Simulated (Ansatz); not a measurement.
Input of the run:

```
crystal:
  lattice:
    - [5.6324246406, 0.0, 0.0]
    - [-2.8162123203, 4.8778228237, 0.0]
    - [0.0, 0.0, 22.5988554614]
  atoms:
    - { symbol: Al, position: [0.3333333333, 0.1666666667, 0.3540002286] }
    - { symbol: Al, position: [0.3333333333, 0.6666666667, 0.3540002286] }
    - { symbol: Al, position: [0.8333333333, 0.1666666667, 0.3540002286] }
    - { symbol: Al, position: [0.8333333333, 0.6666666667, 0.3540002286] }
    - { symbol: Al, position: [0.6700499794, 0.3415495866, 0.4568140731] }
    - { symbol: Al, position: [0.6728613607, 0.8353172479, 0.4563165612] }
    - { symbol: Al, position: [0.1764338189, 0.354102546, 0.4604748327] }
    - { symbol: Al, position: [0.1603011251, 0.8352672576, 0.456397341] }
    - { symbol: Al, position: [-0.0061491248, 0.5091763747, 0.5817696335] }
    - { symbol: Al, position: [0.0001095323, 0.0033202809, 0.5582161467] }
    - { symbol: Al, position: [0.5117757374, 0.5101981144, 0.5822122556] }
    - { symbol: Al, position: [0.4685752922, -0.0602724923, 0.5476115801] }
basis:
  ecutwfc: 420
kpoints:
  mp_grid: { grid: [4, 4, 1] }
hamiltonian:
  xc: pbe
  dispersion: d3bj
scf:
  occupations: { method: gaussian, width: 0.1 }
output:
  forces: true
  eigenvalues: true
  write_density: true
  volumetric_format: npy
efield:
  axis: 3
  dipole_correction: true
  ramp_width: 0.04
```

Command:
```bash
ansatz run input.yaml --threads 4 --pin off --max-ram 10240MiB --backend cpu --events-out ev --progress --plain --runs-dir out
```

What does the potential across the slab give for the work function?

The work function is 3.82 eV at the right face and 3.92 eV at the left. The vacuum levels differ by 0.09 eV, so the slab carries a dipole along its normal. The outermost atoms are 5.2 Å apart, which leaves 17.4 Å of vacuum in a cell 22.6 Å high.

The atoms aren't at rest in this cell (largest force 1.5 eV/Å), so the relaxed material can differ.

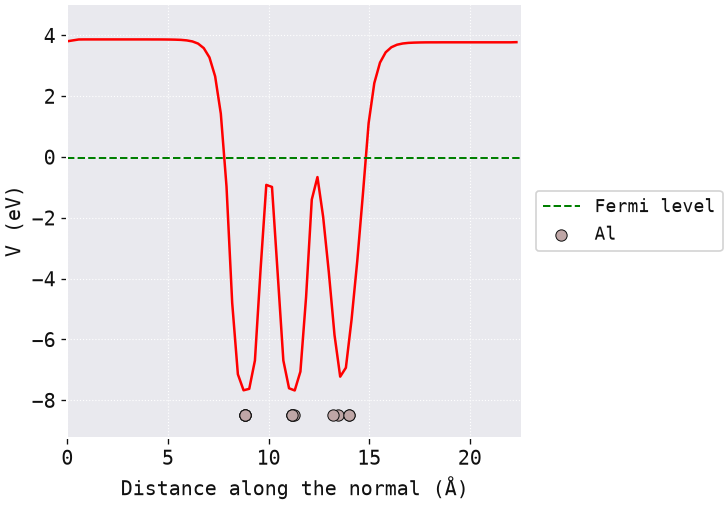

Plane-averaged electrostatic potential energy of an electron across the slab; circles at the bottom mark the heights of the atoms.
